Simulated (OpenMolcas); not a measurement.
# One shape, several levels: triplet C2H5AlBN

Aim: a comparison of 5 runs (UHF/3-21G, U-revPBE/6-31G*, UB3LYP/6-31G*, ROMP2/6-31G*, ROCCSD(T)/6-31G*) of triplet C2H5AlBN. 

Program for the calculation: OpenMolcas 26.06.

### 1 Starting point

C2H5AlBN: 10 atoms, total charge 0, spin state triplet. SMILES of the parent species: `B[C]1=C[NH][AlH]1`. Geometry: relaxed at PBE0-D4/def2-TZVP. That shape belongs to the parent species and isn't relaxed for this state.

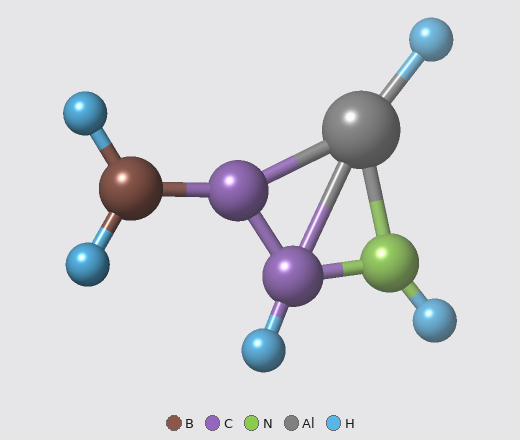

Viewed from a chosen angle; boron brown, carbon purple, nitrogen green, aluminium grey, hydrogen blue.

### 2 The energy at UHF/3-21G (run 1)

run.input

```
* C2H5AlBN Hartree-Fock
&GATEWAY
BasLib
$CurrDir
Coord
10
angstrom
B       -1.253000       0.576700      -1.418700
C       -0.143800       0.242800      -0.478800
C       -0.315000      -0.471300       0.702300
N        0.820900      -0.673500       1.422800
Al       1.688500       0.264900       0.080500
H       -2.375700       0.217000      -1.161700
H       -1.076200       1.195400      -2.432600
H       -1.273000      -0.859200       1.061700
H        0.792000      -1.179400       2.289700
H        3.218400       0.635500      -0.062200
Basis
3-21G
Group
NoSym
&SEWARD
&SCF
UHF
Spin
3
Thresholds
1e-10 1e-07 1e-07 1e-05
PrOrbitals
1 1
```

The basis set 3-21G is read from a file made from the Basis Set Exchange's data (not shown).

Started as:

```sh
$ export MOLCAS_MEM=1860
$ pymolcas run.input > run.log
```

The log of the run:

```text
--- Start Module: gateway ---
[...]
--- Stop Module: gateway /rc=_RC_ALL_IS_WELL_ ---
--- Start Module: seward ---
[...]
      Basis functions           59
--- Stop Module: seward /rc=_RC_ALL_IS_WELL_ ---
[...]
--- Start Module: scf ---
[...]
       Convergence after  26 Iterations
[...]
::    Total SCF energy                               -397.3692033012
[...]
      Total spin, S                                     1.0068199475
[...]
      Total electronic charge=   42.000000
      Total            charge=   -0.000000
[...]
      Dipole Moment (debye):
      Origin of the operator (angstrom)=    0.4570    0.0164    0.1092
                   X=  1.8318E+00               Y= -8.5852E-01               Z=  2.0843E+00           Total=  2.9046E+00
      Quadrupole Moment (debye*angstrom):
[...]
--- Stop Module: scf /rc=_RC_ALL_IS_WELL_ ---
[...]
```

It took 5.1 s on 1 thread of AMD EPYC 7R43 (Zen 3), shared host; peak memory 0.39 GiB.

### 3 A single-point energy at U-revPBE/6-31G(d) (spherical functions) (run 2)

test.input

```
* C2H5AlBN Kohn-Sham DFT
>>> EXPORT MOLCAS_PRINT=2

&gateway
  baslib=$CurrDir
  coord
  10
  angstrom
  B       -1.253000       0.576700      -1.418700
  C       -0.143800       0.242800      -0.478800
  C       -0.315000      -0.471300       0.702300
  N        0.820900      -0.673500       1.422800
  Al       1.688500       0.264900       0.080500
  H       -2.375700       0.217000      -1.161700
  H       -1.076200       1.195400      -2.432600
  H       -1.273000      -0.859200       1.061700
  H        0.792000      -1.179400       2.289700
  H        3.218400       0.635500      -0.062200
  basis=6-31Gs
  group=NoSym

&seward
  gridinput
  Grid=UltraFine
  End of Grid

&scf
  uhf
  spin=3
  ksdft=revPBE
  thresholds=1e-10 1e-07 1e-07 1e-05
  prorbitals=1 1
```

The basis set 6-31G* is read from a file made from the Basis Set Exchange's data (not shown).

Started as:

```sh
$ export MOLCAS_MEM=1860
$ pymolcas test.input > test.log
```

The log of the run:

```text
--- Start Module: gateway ---
[...]
--- Stop Module: gateway /rc=_RC_ALL_IS_WELL_ ---
--- Start Module: seward ---
[...]
      Basis functions           84
--- Stop Module: seward /rc=_RC_ALL_IS_WELL_ ---
[...]
--- Start Module: scf ---
[...]
       Convergence after  27 Iterations
[...]
::    Total KS-DFT energy                            -400.9957842854
[...]
      Total spin, S                                     1.0014050542
[...]
      Total electronic charge=   42.000000
      Total            charge=   -0.000000
[...]
      Dipole Moment (debye):
      Origin of the operator (angstrom)=    0.4570    0.0164    0.1092
                   X=  6.4496E-01               Y= -1.5421E+00               Z=  2.8813E+00           Total=  3.3311E+00
      Quadrupole Moment (debye*angstrom):
[...]
--- Stop Module: scf /rc=_RC_ALL_IS_WELL_ ---
[...]
```

Run time: 71 s. Hardware: 1 thread of AMD EPYC 7R43 (Zen 3), shared host; peak memory 0.46 GiB.

Runs 3 to 4 aren't shown in full; the table further down has their settings and results.

### 4 A single-point energy at ROCCSD(T)/6-31G(d) (spherical functions) (run 5)

test.inp

```
&GATEWAY
  BASLIB = $CurrDir
  COORD
  10
  angstrom
  B       -1.253000       0.576700      -1.418700
  C       -0.143800       0.242800      -0.478800
  C       -0.315000      -0.471300       0.702300
  N        0.820900      -0.673500       1.422800
  Al       1.688500       0.264900       0.080500
  H       -2.375700       0.217000      -1.161700
  H       -1.076200       1.195400      -2.432600
  H       -1.273000      -0.859200       1.061700
  H        0.792000      -1.179400       2.289700
  H        3.218400       0.635500      -0.062200
  BASIS = 6-31Gs
  GROUP = NoSym

&SEWARD

&SCF
  UHF
  SPIN = 3
  THRESHOLDS = 1e-10 1e-07 1e-07 1e-05
  PRORBITALS = 1 1

&RASSCF
  FILEORB = $Project.UnaOrb
  SPIN = 3
  NACTEL = 2 0 0
  INACTIVE = 20
  RAS2 = 2
  OUTORBITALS = Canonical
  ORBLISTING = NoCore

&MOTRA
  JOBIPH
  FROZEN = 9

&CCSDT
  CCT
  TRIPLES = 3
  ITERATIONS = 80
  ACCURACY = 1e-08
  EXTRAPOLATION = 5 4
```

The basis set 6-31G* is read from a file made from the Basis Set Exchange's data (not shown).

Started as:

```sh
$ export MOLCAS_MEM=1860
$ pymolcas test.inp > test.log
```

The log of the run:

```text
--- Start Module: gateway ---
[...]
--- Stop Module: gateway /rc=_RC_ALL_IS_WELL_ ---
[...]
      Basis functions           84
[...]
       Convergence after  26 Iterations
[...]
::    Total SCF energy                               -399.5558898774
[...]
      Total spin, S                                     1.0072031268
[...]
      Number of active orbitals                  2
[...]
      Spin quantum number                      1.0
[...]
      Active orbitals                            2
[...]
      Number of CSFs                             1
[...]
      Number of root(s) required                 1
[...]
      Convergence after 18 iterations
[...]
      printout of CI-coefficients larger than  0.05 for root  1
      energy=    -399.548962
      conf/sym  11     Coeff  Weight
             1  uu   1.00000 1.00000
      Natural orbitals and occupation numbers for root  1
      sym 1:   1.000000   1.000000
      ************************************************************************************************************************
      *                                                    Final results                                                     *
[...]
::    RASSCF root number  1 Total energy:   -399.54896188
[...]
      Total electronic charge=   42.000000
      Total            charge=   -0.000000
[...]
      Dipole Moment (debye):
      Origin of the operator (angstrom)=    0.4570    0.0164    0.1092
                   X=  1.3032E+00               Y= -7.8089E-01               Z=  1.7775E+00           Total=  2.3383E+00
      Quadrupole Moment (debye*angstrom):
[...]
--- Start Module: motra ---
[...]
      *** WARNING: Default frozen orbitals is overwritten by user input.
      *** Default values:   6
[...]
--- Stop Module: motra /rc=_RC_ALL_IS_WELL_ ---
[...]
--- Start Module: ccsdt ---
[...]
      Convergence after                    24  Iterations
      Total energy (diff) :    -400.11112851      -0.00000000
[...]
 METHOD                       : CCSD+T(CCSD)+<T3(1)WT1>+<T3(1)UT2> = CCSD(T)
[...]
       CCSD     =      -400.1111285055777
[...]
--- Stop Module: ccsdt /rc=_RC_ALL_IS_WELL_ ---
[...]
```

It took 63 s on 1 thread of AMD EPYC 7R43 (Zen 3), shared host; peak memory 0.46 GiB.

### 5 The series

```tsv
run	level	integration grid	Cartesian functions	energy (Eh)	dipole moment (D)	HOMO energy (eV)	⟨S²⟩	wall time
1	UHF/3-21G	–	no	-397.369203	2.90	-5.47	2.021	5.1 s
2	U-revPBE/6-31G* (spherical functions)	UltraFine	no	-400.995784	3.33	-2.79	2.004	71 s
3	UB3LYP/6-31G* (Cartesian functions)	UltraFine	yes	-401.125090	3.17	-3.30	2.005	65 s
4	ROMP2/6-31G* (spherical functions)	–	no	-400.077684	–	–	–	21 s
5	ROCCSD(T)/6-31G* (spherical functions)	–	no	-400.131915	–	–	–	63 s
```

### 6 Results

```
             quantity          value
  run 5: total energy  -400.13191 Eh
run 5: (T) correction     -20.79 mEh
```

Over runs 1, 2, 3 the dipole moment (its size) runs from 2.90 D (UHF/3-21G) to 3.33 D (U-revPBE/6-31G*). The two ends differ in method and basis. Totals of different functionals can't be ranked against each other. All runs together took 3.7 min, the longest 71 s.
